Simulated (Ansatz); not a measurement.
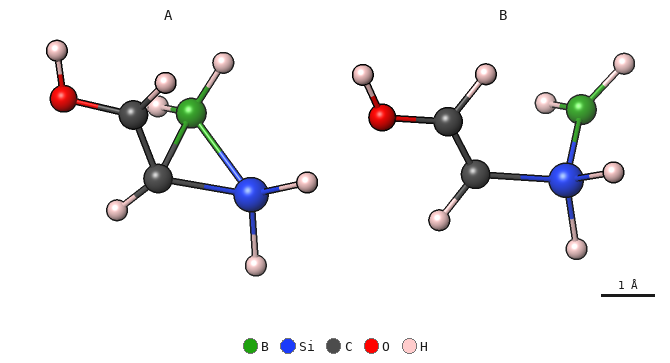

Two geometries of C$_{2}$H$_{7}$BOSi (coarse preliminary run), drawn at one scale. One is the start of a relaxation, the other its converged end. A ball-and-stick model, seen from a free direction.

Method: RKS PBE-D4/def2-SVP in Ansatz 0.2.0. Set-up: force threshold 0.03 eV/Å; at most 200 steps.

Question: Which geometry has the lower energy?

Answer: Structure A is the relaxed one. The start comes from a force field. After 22 accepted moves (24 points after the start) the energy has fallen by 95.8 kJ/mol. Largest force component: 3.5 eV/Å at the start, 0.027 eV/Å at the end. The line search rejected the trial steps at points 15, 23 of the run. The atom that moves furthest after the best rigid fit is an H atom (1.57 Å). By element the largest moves are H 1.57 Å, B 1.25 Å, O 0.91 Å, C 0.47 Å, Si 0.47 Å. Some distances before and after: B–C 3.640 → 2.002 Å, B–C 3.053 → 1.796 Å, B–Si 1.896 → 2.007 Å, C–C 1.304 → 1.396 Å. Bond angles that change, for instance: B–Si–C 109.9° → 55.2°, B–Si–H 106.4° → 126.2°, Si–B–H 119.8° → 101.7°. The run took 25 s on 4 threads of Arm Neoverse V2, on a shared host.
